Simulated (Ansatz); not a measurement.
A series of calculations on CH₆ClNOSi₂

### Relaxation

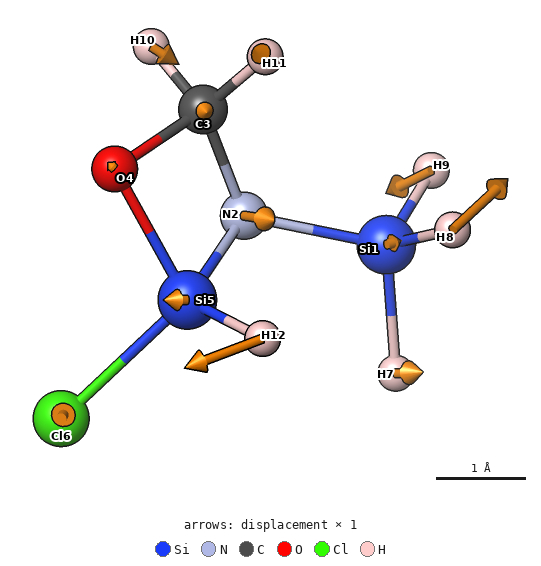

This is a relaxation of CH6ClNOSi2. The starting structure is drawn; orange arrows show the displacements, at their true length. The two geometries are superimposed by the best rigid fit.

The picture is a ball-and-stick view, seen at a tilt.

The run prepares an end point of a later path (torsion) calculation, from a guessed geometry.

These are results of RKS LDA/def2-SVP (Ansatz 0.2.0), not measurements. (no spin polarisation; force threshold 0.015 eV/Å; at most 40 steps)

Question: Which element moves most?

Answer: Hydrogen: up to 1.14 Å, against 0.70 Å for nitrogen.

Question: Describe the change and its energy.

Answer: The largest move after the best rigid fit is that of H8, 1.14 Å. Largest moves by element: H 1.14 Å, N 0.70 Å, Cl 0.44 Å, Si 0.33 Å, C 0.23 Å, O 0.12 Å. Some distances before and after: Si1–Si5 2.722 → 3.269 Å, Si1–H9 1.421 → 1.510 Å, N2–Si5 1.647 → 1.731 Å, Si1–H8 1.427 → 1.509 Å. Bond angles that change, for instance: Si1–N2–Si5 111.3° → 141.3°, Cl6–Si5–H12 116.2° → 105.8°, O4–Si5–Cl6 106.8° → 115.4°. Over 12 geometry steps the energy falls by 1.157 eV. Largest force component: 3.1 eV/Å at the start, 0.013 eV/Å at the end.

### Relaxation

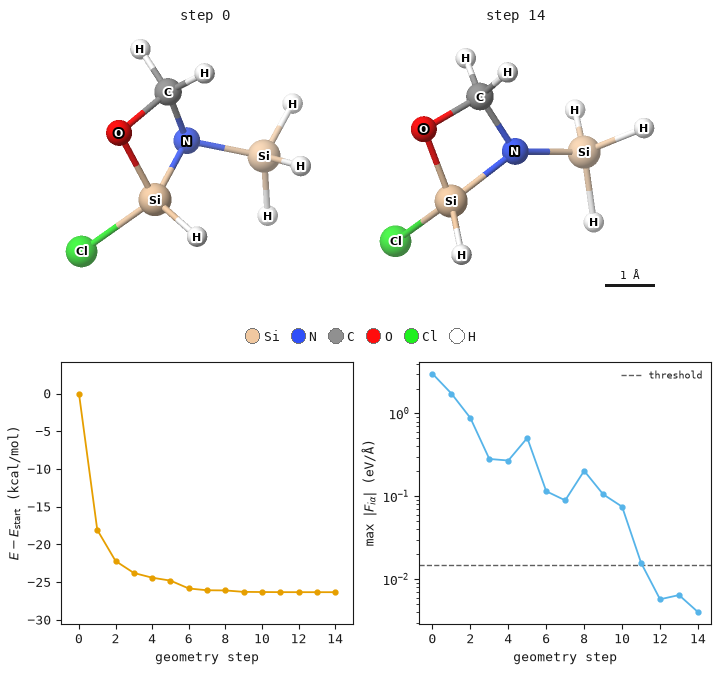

First and last geometry of a relaxation of CH$_{6}$ClNOSi$_{2}$, with the history of the run. Style: ball-and-stick. Shown at a tilt.

The run prepares an end point of a later path (torsion) calculation, from a guessed geometry.

Level of theory: Ansatz, RKS LDA/def2-SVP.

Input
```yaml
crystal:
  periodic: [false, false, false]
  atoms:
    - { symbol: Si, position_ang: [-1.0317, -0.4366, -1.1351] }
    - { symbol: "N", position_ang: [0.2477, 0.3099, -0.4067] }
    - { symbol: C, position_ang: [0.11253, 1.08189, 0.79851] }
    - { symbol: O, position_ang: [0.93723, 2.22021, 0.3442] }
    - { symbol: Si, position_ang: [0.73113, 1.6344, -1.25744] }
    - { symbol: Cl, position_ang: [2.60238, 1.4973, -2.08194] }
    - { symbol: H, position_ang: [-2.1462, 0.6014, -1.2802] }
    - { symbol: H, position_ang: [-1.4944, -1.5461, -0.3667] }
    - { symbol: H, position_ang: [-0.6561, -0.847, -2.4426] }
    - { symbol: H, position_ang: [0.6269, 0.68689, 1.69915] }
    - { symbol: H, position_ang: [-0.8857, 1.43814, 1.1116] }
    - { symbol: H, position_ang: [-0.26178, 2.42309, -2.01946] }
basis:
  gaussian: { orbitals: def2-SVP }
hamiltonian:
  xc: lda
relax:
  f_tol: 0.015
  max_steps: 40
```

Run as
```bash
ansatz run input.yaml --threads 2 --pin off --max-ram 3072MiB --backend cpu --events-out ev --progress --plain --runs-dir out
```

**Did the run converge, and what did it change?**

It converged. Over 14 geometry steps the energy falls by 26.3 kcal/mol. Largest force component: 3 eV/Å at the start, 0.004 eV/Å at the end. The largest move after the best rigid fit is that of H7, 1.21 Å. Largest moves by element: H 1.21 Å, N 0.73 Å, Cl 0.48 Å, Si 0.33 Å, C 0.24 Å, O 0.13 Å. Some distances before and after: Si1–Si5 2.722 → 3.267 Å, N2–Si5 1.647 → 1.731 Å, Si1–H8 1.427 → 1.510 Å, Si1–H9 1.421 → 1.504 Å. Bond angles that change, for instance: Si1–N2–Si5 111.3° → 141.1°, Cl6–Si5–H12 116.2° → 105.8°, O4–Si5–Cl6 106.8° → 115.3°.

### Path

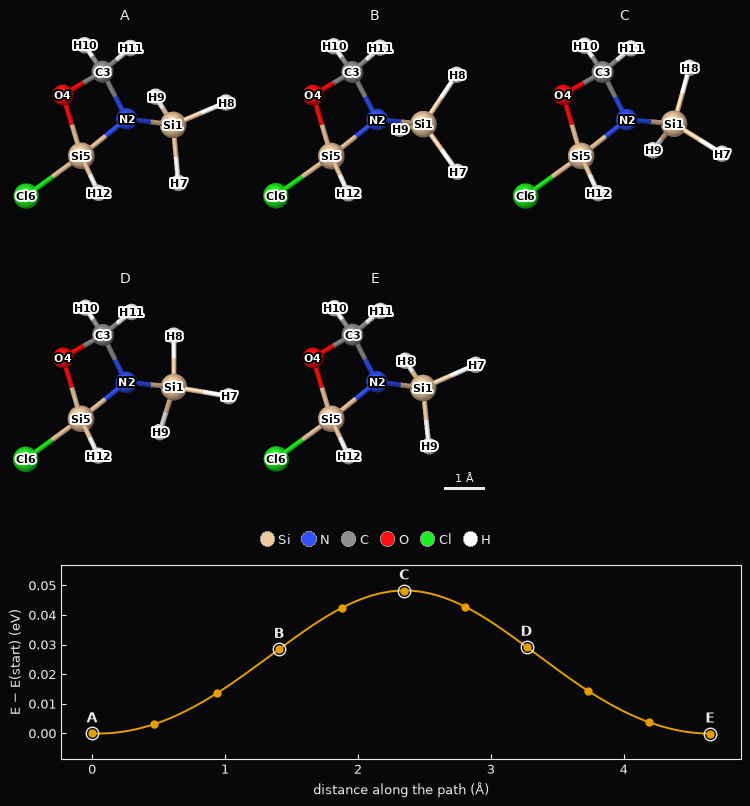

A nudged-elastic-band calculation for CH6ClNOSi2. Images are numbered from 0 (start) to 10 (end). Frames A to E are images 0, 3, 5, 7, 10. The picture is a ball-and-stick view, seen from a free direction.

The calculation used Ansatz 0.2.0, RKS LDA/def2-SVP. Set-up: 9 movable images; climbing image; force threshold 0.03 eV/Å; iteration limit 60; starting path through a guess of the saddle point.

What happens along the path, and what is the barrier?

The barrier is about 0.048 eV in both directions, with image 5 at the top; the ends have the same energy. The motion is a rotation about the Si1–N2 bond by about 120°. No bond forms or breaks between the ends. Among the angles between lasting bonds that change up to the highest image: N2–Si1–H7 106.1° → 111.9°, N2–Si1–H8 112.0° → 106.3°. The band is converged. At the top, the vibrational analysis gives one imaginary mode (112i cm⁻¹), as a transition state must have.

The run took 110 s on 2 threads of AMD EPYC 9R45 96-Core Processor (Zen 5) (shared host), peak memory 0.2 GiB.
